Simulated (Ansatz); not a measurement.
# YZn (Pm-3m): Grüneisen parameters

Does YZn (Pm-3m) expand much on heating, by its phonons?

Program: Ansatz 0.2.0. Level of theory: DFT PBEsol, scalar-relativistic, plane waves, PAW; PAW set soft_1. Results are calculated unless marked as measured.

**1. The structure**

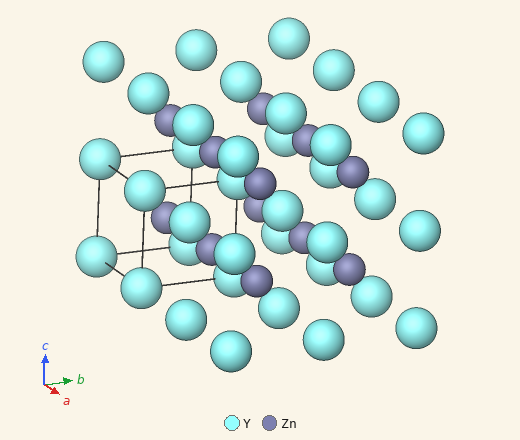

The cell as given, slightly off an axis (yttrium teal, zinc blue). 3×2×2 cells are drawn. Some periodic images of atoms are drawn too.

**2. Response at finite wavevector**

The cell comes from relaxations at this level that are not shown. Stability and thermal properties need the whole zone. Linear response on a 4×4×4 q mesh gives force constants as far as a supercell of that size would.

input.yaml

```yaml
crystal:
  lattice:
    - [3.5207530252, 0.0, 0.0]
    - [0.0, 3.5207530252, 0.0]
    - [0.0, 0.0, 3.5207530252]
  atoms:
    - { symbol: "Y", position: [0.0, 0.0, 0.0] }
    - { symbol: Zn, position: [0.5, 0.5, 0.5] }
kpoints:
  mp_grid: { grid: [12, 12, 12] }
hamiltonian:
  xc: pbesol
  pseudopotentials: { kind: paw, azcp: { folder: soft_1 }, xc_functional: pbe }
scf:
  occupations: { method: methfessel_paxton, width: 0.2 }
output:
  eigenvalues: true
phonons:
  method: dfpt
  qmesh: [4, 4, 4]
  temperatures: { t_max: 1000, t_step: 50 }
  qpath:
    path:
      - [[0.0, 0.0, 0.0], [0.0, 0.5, 0.0], [0.5, 0.5, 0.0], [0.0, 0.0, 0.0], [0.5, 0.5, 0.5], [0.0, 0.5, 0.0]]
      - [[0.5, 0.5, 0.5], [0.5, 0.5, 0.0]]
    npoints: 10
```

Run with:

```
$ ansatz run input.yaml --threads 4 --pin off --max-ram 10240MiB --backend cpu --events-out ev --progress --plain --runs-dir out
```

Numbers of over 12 decimals in the logs are rounded to 6 here.

Log:

```text
Engine: ansatz 0.2.0, aarch64-unknown-linux-gnu
Pseudopotentials: kind: paw
Pseudopotential: Y, paw, valence charge 11, recommended cutoff 420 eV (normal), soft_1/Y.paw.azcp
Pseudopotential: Zn, paw, valence charge 12, recommended cutoff 420 eV (normal), soft_1/Zn.paw.azcp
Functional definition: PBEsol
  exchange = pbesol_x
  correlation = pbesol_c
Crystal: 2 atoms, lattice volume = 43.642 Å³
Basis set: ecut = 420 eV, 847 PW (Γ), exchange–correlation on 48×48×48 points (8 copies of the dense FFT grid, shifted against one another)
Bands: 16, of which v1, the nominal top of the filled ones, is band 12 counted from 1 (11 counted from 0)
Symmetry: 48 space group operations
k-points: 84 of 1728
Non-local potential: Y, projectors of the file, l = 0: 3, l = 1: 2, l = 2: 2, l = 3: 1
Non-local potential: Zn, projectors of the file, l = 0: 2, l = 1: 2, l = 2: 3, l = 3: 1
PAW form: soft (Blöchl's): semilocal exchange-correlation on the pseudo side does not see the compensation charge
PAW frozen core: Y, regenerated for the run's functional, and the local potential with it (the file was generated under x = pbe(κ = 0.804, μ = 0.219515), c = pbe(β = 0.066725))
PAW frozen core: Zn, regenerated for the run's functional, and the local potential with it (the file was generated under x = pbe(κ = 0.804, μ = 0.219515), c = pbe(β = 0.066725))
PAW one-centre angular grid: Y, 590 points (default); XC on 64 Gauss nodes
PAW one-centre angular grid: Zn, 590 points (default); XC on 64 Gauss nodes
Initial density: superposition of atomic densities (chi_scale 0.1, normalization cell, long waves kept (reshape's long-wave potential 0.00 eV rms))
Initial wavefunctions: pseudopotential atomic-orbital guess
Functional: x = pbesol(κ = 0.804, μ = 0.123457), c = pbesol(β = 0.046)
SCF iter   1: F=—  HF=-7077.570740 eV  |F-HF|=—  |Δ(HF+E_count)|=         —  Δρ=1.03e-1  dr2=3.72e0  ethr=3.10e-3  ⟨swp⟩=5.0  Hψ=6955  notcnv=0
preconditioner: auto → none  [metal: Δε(μ)=0.032 eV  Ē_g=11.831 eV  σ=0.200 eV  W_gap=0.14  n_scr=6 (ndim 8)  ℏωp=25.8 eV  f_vac=0.000  D(μ)=3.45/eV (n_scr^D=32)  sad-step TF]
SCF iter   2: F=—  HF=-7076.954661 eV  |F-HF|=—  |Δ(HF+E_count)|=   6.16e-1  S|Δr|=    0.00e0  Δρ=3.91e-2  dr2=8.01e-1  ethr=3.10e-3  ⟨swp⟩=2.0  Hψ=2986  notcnv=0
SCF iter   3: F=—  HF=-7076.729973 eV  |F-HF|=—  |Δ(HF+E_count)|=   2.25e-1  S|Δr|=    0.00e0  Δρ=1.16e-2  dr2=4.93e-2  ethr=3.10e-3  ⟨swp⟩=2.6  Hψ=2639  notcnv=0
SCF iter   4: F=—  HF=-7076.718982 eV  |F-HF|=—  |Δ(HF+E_count)|=   1.10e-2  S|Δr|=    0.00e0  Δρ=1.65e-3  dr2=8.28e-4  ethr=2.14e-4  ⟨swp⟩=2.0  Hψ=2442  notcnv=0
SCF iter   5: F=—  HF=-7076.720109 eV  |F-HF|=—  |Δ(HF+E_count)|=   1.13e-3  S|Δr|=    0.00e0  Δρ=1.56e-3  dr2=7.01e-4  ethr=3.60e-6  ⟨swp⟩=2.0  Hψ=2000  notcnv=0
SCF iter   6: F=—  HF=-7076.719986 eV  |F-HF|=—  |Δ(HF+E_count)|=   1.23e-4  S|Δr|=    0.00e0  Δρ=5.15e-4  dr2=7.41e-5  ethr=3.05e-6  ⟨swp⟩=2.4  Hψ=1998  notcnv=0
SCF iter   7: F=—  HF=-7076.719968 eV  |F-HF|=—  |Δ(HF+E_count)|=   1.88e-5  S|Δr|=    0.00e0  Δρ=1.21e-4  dr2=4.29e-6  ethr=3.22e-7  ⟨swp⟩=2.0  Hψ=1770  notcnv=0
SCF iter   8: F=—  HF=-7076.719966 eV  |F-HF|=—  |Δ(HF+E_count)|=   1.84e-6  S|Δr|=    0.00e0  Δρ=1.56e-5  dr2=8.41e-8  ethr=1.86e-8  ⟨swp⟩=2.0  Hψ=1967  notcnv=0
SCF iter   9: F=—  HF=-7076.719967 eV  |F-HF|=—  |Δ(HF+E_count)|=   6.85e-7  S|Δr|=    0.00e0  Δρ=3.26e-6  dr2=3.39e-9  ethr=3.66e-10  ⟨swp⟩=2.0  Hψ=1926  notcnv=0
SCF iter  10: F=—  HF=-7076.719967 eV  |F-HF|=—  |Δ(HF+E_count)|=  9.35e-10  S|Δr|=    0.00e0  Δρ=2.13e-7  dr2=1.42e-11  ethr=1.48e-11  ⟨swp⟩=2.0  Hψ=1865  notcnv=0
SCF iter  11: F=-7076.719967 eV  HF=-7076.719967 eV  |F-HF|=2.73e-12  |Δ(HF+E_count)|=  1.82e-12  S|Δr|=    0.00e0  Δρ=1.17e-8  dr2=4.69e-14  ethr=1.00e-12  ⟨swp⟩=5.0  Hψ=5303  notcnv=0
SCF 1 converged in 11 iterations: F = -7076.719967 eV  dr2 = 4.69e-14
  greatest PAW one-centre occupation: 0.993 electrons in one spin orbital (limit 2), on the Y atom at site 0 (counted from 0), in its partial waves of l = 0
phonons: the bands overlap, so this run is a metal and interpolates without the dipole-dipole term. If the crystal is really an insulator or semiconductor, its LO-TO splitting is missing
NSCF: frozen V_eff on 84 k-points
NSCF: frozen V_eff on 196 k-points
DFPT response loops at q = (0, 0, 0) (fractional): preconditioner auto → Kerker (q_TF=auto, 2.452 Å⁻¹) (partly filled bands, converged f_vac=0.000); β = 1.00, the filter's whole step (`scf.mixing.beta` (0.50) is not read by the response loops under this deck's `scf.mixing.preconditioner`; to damp them name `kerker` or `kerker_dos`, under which they read `scf.mixing.beta`, and type it under 1.00, their step now; both keys bind the ground state too); Broyden in place of MSR1
NSCF: frozen V_eff on 1176 k-points
DFPT response loops at q = (0, 0, 0.25) (fractional): mixed as the last ones told, above
NSCF: frozen V_eff on 686 k-points
DFPT response loops at q = (0, 0, -0.5) (fractional): mixed as the last ones told, above
NSCF: frozen V_eff on 2016 k-points
DFPT response loops at q = (0, 0.25, 0.25) (fractional): mixed as the last ones told, above
NSCF: frozen V_eff on 1176 k-points
DFPT response loops at q = (0, 0.25, -0.5) (fractional): mixed as the last ones told, above
NSCF: frozen V_eff on 686 k-points
DFPT response loops at q = (0, -0.5, -0.5) (fractional): mixed as the last ones told, above
NSCF: frozen V_eff on 1872 k-points
DFPT response loops at q = (0.25, 0.25, 0.25) (fractional): mixed as the last ones told, above
NSCF: frozen V_eff on 2016 k-points
DFPT response loops at q = (0.25, 0.25, -0.5) (fractional): mixed as the last ones told, above
NSCF: frozen V_eff on 1176 k-points
DFPT response loops at q = (0.25, -0.5, -0.5) (fractional): mixed as the last ones told, above
NSCF: frozen V_eff on 392 k-points
DFPT response loops at q = (-0.5, -0.5, -0.5) (fractional): mixed as the last ones told, above
SCF converged after 11 iterations
Stability not checked: this state was not tested for a lower state beside it, because cold or Methfessel-Paxton smearing, or corrected tetrahedra, fill the levels in a way that the test cannot read (fill_not_monotonic; see scf.lower_state_search)
Free energy (F): -7076.719967 eV
Harris-Foulkes:  -7076.719967 eV  (|F-HF|=2.73e-12)
Internal energy: -7076.713902 eV  (E = F + TS)
E sigma→0 (E₀):  -7076.718450 eV
Entropy (-TS):   -0.006064 eV (-3.032 meV/atom)
Fermi energy:    10.794736 eV
--- Per-component energies (eV) ---
  E_band       = -53.316210
  E_kinetic    = 465.048034
  E_local      = -2428.462709  (includes V_loc(G=0)·N_el)
  E_nonlocal   = 844.069095
  E_hartree    = 888.790365
  E_xc         = -256.003258
  E_vxc        = -257.569213  (∫ρ·V_xc dr)
  E_paw        = -4620.581792  (= ΣΔE_a)
  E_vpaw       = -453.981931  (= ΣTr[D̂ρ^β])
  E_aug_tail   = -0.000216  (compensation charges beyond the density's cutoff)
  E_ewald      = -1970.519552
  E_core_change = 0.946129  (= ΣΔE_core)
  E_smearing   = -0.006064  (= −TS)
  E_closure    = -0.000000  (closes the sum)
  Σ components = -7076.719967   (vs F -7076.719967, Δ=0.00e0)
--- Band table (eV; the first three rows and the last of 84) ---
  k-point 0: bands = [... 8 lower, 3.9179, 3.9179, 10.7366, 10.7366, 15.2587, 15.2587, 15.2587, 15.6524]
  k-point 1: bands = [... 8 lower, 3.9157, 3.9194, 10.7219, 10.7620, 14.5499, 14.5499, 15.2664, 15.3061]
  k-point 2: bands = [... 8 lower, 3.9237, 4.0579, 10.5588, 10.8338, 13.7756, 13.7756, 14.7880, 15.2877]
  k-point 83: bands = [... 8 lower, 4.0729, 8.8129, 8.8129, 8.8129, 10.4074, 16.2391, 16.2391, 16.2391]
--- Phonons (Γ-DFPT): 2 representative perturbations + reference (Σ response iterations 6) ---
  ASR residual: 1.221e-4 → 0.000e0 eV/Å²; symmetrization residual: 6.715e-6 eV/Å²
  ASR residual per site (eV/Å²): 2.25e-5 1.22e-4
  Γ frequencies (cm⁻¹): 0.00 0.00 0.00 147.96 147.96 147.96
--- Phonons (arbitrary-q DFPT): 10 irreducible q on the 4×4×4 mesh ---
  q = [0.0000, 0.0000, 0.0000] (star 1, of the zone-centre solve; hermiticity 4.43e-6, symmetrization 3.18e-13): -0.00 -0.00 0.00 147.96 147.96 147.96
  q = [0.0000, 0.0000, 0.2500] (star 6, 4 solved perturbations in 1848 linear systems a pass and spin channel, the states on 588 of 1728 k-point pairs; hermiticity 2.44e-6, symmetrization 5.00e-13): 63.44 63.44 83.15 139.98 139.98 145.76
  q = [0.0000, 0.0000, -0.5000] (star 3, 4 solved perturbations in 1078 linear systems a pass and spin channel, the states on 343 of 1728 k-point pairs; hermiticity 6.98e-7, symmetrization 3.49e-7): 105.96 107.83 107.83 121.21 121.21 146.74
  q = [0.0000, 0.2500, 0.2500] (star 12, 4 solved perturbations in 3108 linear systems a pass and spin channel, the states on 1008 of 1728 k-point pairs; hermiticity 2.28e-6, symmetrization 4.18e-13): 51.34 74.50 113.52 128.99 131.72 151.73
  q = [0.0000, 0.2500, -0.5000] (star 12, 6 solved perturbations on 588 of 1728 k-point pairs; hermiticity 3.57e-6, symmetrization 2.33e-8): 65.41 88.02 89.33 123.02 143.89 155.50
  q = [0.0000, -0.5000, -0.5000] (star 3, 4 solved perturbations in 1078 linear systems a pass and spin channel, the states on 343 of 1728 k-point pairs; hermiticity 9.00e-7, symmetrization 4.95e-11): 37.44 37.44 63.75 123.32 172.59 172.59
  q = [0.2500, 0.2500, 0.2500] (star 8, 2 solved perturbations on 936 of 1728 k-point pairs; hermiticity 1.03e-6, symmetrization 4.66e-13): 85.26 85.26 93.17 131.43 147.50 147.50
  q = [0.2500, 0.2500, -0.5000] (star 12, 4 solved perturbations in 3108 linear systems a pass and spin channel, the states on 1008 of 1728 k-point pairs; hermiticity 2.36e-6, symmetrization 6.46e-8): 51.62 94.02 116.13 135.55 136.42 158.62
  q = [0.2500, -0.5000, -0.5000] (star 6, 4 solved perturbations in 1848 linear systems a pass and spin channel, the states on 588 of 1728 k-point pairs; hermiticity 1.41e-6, symmetrization 5.46e-10): 74.03 74.03 118.54 126.55 165.27 165.27
  q = [-0.5000, -0.5000, -0.5000] (star 1, 2 solved perturbations on 196 of 1728 k-point pairs; hermiticity 4.97e-9, symmetrization 2.49e-9): 100.75 100.75 100.75 161.37 161.37 161.37
  sum rule: each row above includes the acoustic sum rule's correction from the zone centre's row sums; it moved no ω² by more than (0.71 cm⁻¹)²
  mesh force constants: q→R imaginary residual 2.58e-18; ASR residual 1.221e-4 → 0.000e0 eV/Å²; symmetrization residual 3.109e-15 eV/Å²
  interpolated dispersion: 62 rows × 6 modes
  density of states and harmonic sums: on the 20×20×20 q-mesh, interpolated from the force constants of a 4×4×4 supercell (no non-analytic term)
  largest difference from the sums on the solved wave vectors: F 1.27e-2 eV, S 1.67e-5 and C_V 4.01e-6 eV/K
  zero-point energy: 0.041705 eV/cell   skipped modes (ω ≤ 0): 3   left out of the sums: 6.25e-5 of the cell's modes: C_V's classical limit lies that fraction below 3 k_B per atom; for a crystal, a wire or a layer, F and S can be off by more, and a phonons.interpolated_qmesh denser along its periods is the remedy for the sampling
```

It took 3.7 min on 4 threads of Arm Neoverse V2, shared host; peak memory 1.9 GiB; 14 min of CPU time.

Numbers from this step:

* volume per atom: 21.82 Å³
* gap on the k-mesh: 0 eV
* sum-rule residual before enforcement: 1.22e-4 eV/Å²
* lowest frequency on the path: 0 cm⁻¹
* point group: m-3m
* highest frequency on the path or at a solved wavevector: 172.6 cm⁻¹
* mean frequency: 112.1 cm⁻¹
* Debye temperature (second moment): 219 K
* logarithmic mean frequency: 105.4 cm⁻¹
* highest optical mode at the zone centre (no LO-TO term): 148.0 cm⁻¹
* lowest optical zone-centre mode: 148.0 cm⁻¹
* lowest mode on the q mesh (acoustic modes at Γ apart): 37.44 cm⁻¹
* zero-point energy per atom: 20.85 meV
* heat capacity at 300 K: 24.29 J/(mol atoms K)
* vibrational entropy at 300 K: 42.30 J/(mol atoms K)

Frequencies (cm⁻¹) solved at each irreducible wavevector; negative means imaginary. Frequencies by wavevector, by row:

| q in reciprocal lattice units | star | mode 1 | mode 2 | mode 3 | mode 4 | mode 5 | mode 6 |
| --- | --- | --- | --- | --- | --- | --- | --- |
| 0 0 0 | 1 | 0 | 0 | 0 | 148 | 148 | 148 |
| 0 0 0.25 | 6 | 63.4 | 63.4 | 83.2 | 140 | 140 | 145.8 |
| 0 0 -0.5 | 3 | 106 | 107.8 | 107.8 | 121.2 | 121.2 | 146.7 |
| 0 0.25 0.25 | 12 | 51.3 | 74.5 | 113.5 | 129 | 131.7 | 151.7 |
| 0 0.25 -0.5 | 12 | 65.4 | 88 | 89.3 | 123 | 143.9 | 155.5 |
| 0 -0.5 -0.5 | 3 | 37.4 | 37.4 | 63.8 | 123.3 | 172.6 | 172.6 |
| 0.25 0.25 0.25 | 8 | 85.3 | 85.3 | 93.2 | 131.4 | 147.5 | 147.5 |
| 0.25 0.25 -0.5 | 12 | 51.6 | 94 | 116.1 | 135.6 | 136.4 | 158.6 |
| 0.25 -0.5 -0.5 | 6 | 74 | 74 | 118.5 | 126.5 | 165.3 | 165.3 |
| -0.5 -0.5 -0.5 | 1 | 100.8 | 100.8 | 100.8 | 161.4 | 161.4 | 161.4 |

Symmetry leaves 10 wavevectors to solve. The lowest mode among them, the acoustic zeros apart, lies at q = (0, -0.5, -0.5) and is real, 37.4 cm⁻¹.

**3. Relaxing at another volume, volume ratio 0.97**

The volume is scaled by 0.97 and held; symmetry leaves nothing to relax, so this is a single point. The modes can then be followed against volume.

input.yaml, the sections that differ from step 2:

```yaml
crystal:
  lattice:
    - [3.4851874317, 0.0, 0.0]
    - [0.0, 3.4851874317, 0.0]
    - [0.0, 0.0, 3.4851874317]
  atoms:
    - { symbol: "Y", position: [0.0, 0.0, 0.0] }
    - { symbol: Zn, position: [0.5, 0.5, 0.5] }
output:
  forces: true
  stress: true
  eigenvalues: true
# kpoints, hamiltonian, scf: as in step 2
# phonons: removed
```

Log:

```text
[...]
Crystal: 2 atoms, lattice volume = 42.333 Å³
Basis set: ecut = 420 eV, 799 PW (Γ), exchange–correlation on 48×48×48 points (8 copies of the dense FFT grid, shifted against one another)
Bands: 16, of which v1, the nominal top of the filled ones, is band 12 counted from 1 (11 counted from 0)
Symmetry: 48 space group operations
[...]
k-points: 84 of 1728
[...]
--- Band table (eV; the first three rows and the last of 84) ---
  k-point 0: bands = [... 8 lower, 4.2761, 4.2761, 11.1208, 11.1208, 15.8059, 15.8059, 15.8059, 16.1791]
  k-point 1: bands = [... 8 lower, 4.2739, 4.2778, 11.1097, 11.1462, 15.0597, 15.0597, 15.8137, 15.8355]
  k-point 2: bands = [... 8 lower, 4.2824, 4.3653, 10.9563, 11.2182, 14.2560, 14.2560, 15.3153, 15.8352]
  k-point 83: bands = [... 8 lower, 4.4408, 9.1260, 9.1260, 9.1260, 10.8767, 16.8518, 16.8518, 16.8518]
[key lines of the parts left out:]
SCF converged after 8 iterations
Free energy (F): -7076.711406 eV
Fermi energy:    11.198633 eV
P = ⅓ Tr σ = 2.1470 GPa (21.470 kbar)
```

Elapsed: 0.86 s, on 4 threads; peak memory 0.36 GiB.

This step gave:

```
pressure        : 2.147 GPa
volume per atom : 21.17 Å³
```

The run ends at a pressure of 2.15 GPa.

**4. Phonons at the other volume, volume ratio 0.97**

The phonons are repeated at this volume on the same k and q meshes.

input.yaml, as its differences from that of step 3:

```diff
@@ -16,4 +16,11 @@
 output:
-  forces: true
-  stress: true
   eigenvalues: true
+phonons:
+  method: dfpt
+  qmesh: [4, 4, 4]
+  temperatures: { t_max: 1000, t_step: 50 }
+  qpath:
+    path:
+      - [[0.0, 0.0, 0.0], [0.0, 0.5, 0.0], [0.5, 0.5, 0.0], [0.0, 0.0, 0.0], [0.5, 0.5, 0.5], [0.0, 0.5, 0.0]]
+      - [[0.5, 0.5, 0.5], [0.5, 0.5, 0.0]]
+    npoints: 10
```

Log:

```text
[...]
Crystal: 2 atoms, lattice volume = 42.333 Å³
Basis set: ecut = 420 eV, 799 PW (Γ), exchange–correlation on 48×48×48 points (8 copies of the dense FFT grid, shifted against one another)
Bands: 16, of which v1, the nominal top of the filled ones, is band 12 counted from 1 (11 counted from 0)
Symmetry: 48 space group operations
k-points: 84 of 1728
[...]
SCF iter   1: F=—  HF=-7077.600135 eV  |F-HF|=—  |Δ(HF+E_count)|=         —  Δρ=1.08e-1  dr2=3.92e0  ethr=3.10e-3  ⟨swp⟩=5.0  Hψ=7075  notcnv=0
[...]
SCF iter  11: F=-7076.711406 eV  HF=-7076.711406 eV  |F-HF|=9.09e-13  |Δ(HF+E_count)|=  8.19e-12  S|Δr|=    0.00e0  Δρ=1.40e-8  dr2=1.09e-13  ethr=1.00e-12  ⟨swp⟩=5.5  Hψ=5526  notcnv=0
SCF 1 converged in 11 iterations: F = -7076.711406 eV  dr2 = 1.09e-13
[...]
NSCF: frozen V_eff on 84 k-points
[...]
SCF converged after 11 iterations
[...]
Free energy (F): -7076.711406 eV
[...]
Internal energy: -7076.705700 eV  (E = F + TS)
E sigma→0 (E₀):  -7076.709980 eV
Entropy (-TS):   -0.005706 eV (-2.853 meV/atom)
Fermi energy:    11.198643 eV
[...]
--- Band table (eV; the first three rows and the last of 84) ---
  k-point 0: bands = [... 8 lower, 4.2758, 4.2758, 11.1208, 11.1208, 15.8060, 15.8060, 15.8060, 16.1791]
  k-point 1: bands = [... 8 lower, 4.2736, 4.2775, 11.1098, 11.1462, 15.0597, 15.0597, 15.8138, 15.8354]
  k-point 2: bands = [... 8 lower, 4.2821, 4.3652, 10.9563, 11.2183, 14.2560, 14.2560, 15.3152, 15.8353]
  k-point 83: bands = [... 8 lower, 4.4405, 9.1260, 9.1260, 9.1260, 10.8766, 16.8518, 16.8518, 16.8518]
[...]
ASR residual: 3.433e-5 → 0.000e0 eV/Å²; symmetrization residual: 4.517e-7 eV/Å²
  ASR residual per site (eV/Å²): 3.43e-5 1.39e-5
  Γ frequencies (cm⁻¹): 0.00 0.00 0.00 156.55 156.55 156.55
--- Phonons (arbitrary-q DFPT): 10 irreducible q on the 4×4×4 mesh ---
[...]
interpolated dispersion: 62 rows × 6 modes
[...]
```

Elapsed: 3.6 min, on 4 threads; peak memory 1.9 GiB.

This step gave:

| Quantity | Value |
| --- | --- |
| sum-rule residual before enforcement | 3.43e-5 eV/Å² |
| highest frequency on the path or at a solved wavevector | 181.6 cm⁻¹ |
| mean frequency | 117.1 cm⁻¹ |
| Debye temperature (second moment) | 229 K |
| logarithmic mean frequency | 109.4 cm⁻¹ |
| highest optical mode at the zone centre (no LO-TO term) | 156.6 cm⁻¹ |
| lowest optical zone-centre mode | 156.6 cm⁻¹ |
| lowest mode on the q mesh (acoustic modes at Γ apart) | 30.33 cm⁻¹ |
| zero-point energy per atom | 21.78 meV |
| heat capacity at 300 K | 24.23 J/(mol atoms K) |
| vibrational entropy at 300 K | 41.40 J/(mol atoms K) |

Frequencies (cm⁻¹) solved at each irreducible wavevector; negative means imaginary. Frequencies by wavevector, by row:

| q in reciprocal lattice units | star | mode 1 | mode 2 | mode 3 | mode 4 | mode 5 | mode 6 |
| --- | --- | --- | --- | --- | --- | --- | --- |
| 0 0 0 | 1 | 0 | 0 | 0 | 156.6 | 156.6 | 156.6 |
| 0 0 0.25 | 6 | 66.2 | 66.2 | 86.5 | 147.8 | 147.8 | 153.2 |
| 0 0 -0.5 | 3 | 111.8 | 113 | 113 | 127.4 | 127.4 | 153 |
| 0 0.25 0.25 | 12 | 50.2 | 77.8 | 118.5 | 135.3 | 138.9 | 160.7 |
| 0 0.25 -0.5 | 12 | 65.7 | 89.6 | 94.3 | 129.2 | 152.2 | 163.8 |
| 0 -0.5 -0.5 | 3 | 30.3 | 30.3 | 69.2 | 129.5 | 181.6 | 181.6 |
| 0.25 0.25 0.25 | 8 | 87.7 | 87.7 | 95.6 | 139.2 | 155.5 | 155.5 |
| 0.25 0.25 -0.5 | 12 | 50.9 | 96.1 | 121.9 | 141.4 | 144.5 | 167 |
| 0.25 -0.5 -0.5 | 6 | 75.4 | 75.4 | 124.4 | 132 | 174.2 | 174.2 |
| -0.5 -0.5 -0.5 | 1 | 106.8 | 106.8 | 106.8 | 169.3 | 169.3 | 169.3 |

The highest optical mode at the zone centre (no LO-TO term) is 156.6 cm⁻¹, +8.6 cm⁻¹ against the base run.

(Continued in part 2 of 2.)

[Logs are printed without paths, hosts, clocks, repeated set-up lines and the standing remarks that a program may print on its own settings, such as how far it seeks lower states.]

[Hosts, paths, dates, database ids (printed as entryN), source tags and the programs' standing remarks are cut or masked in the printed files.]
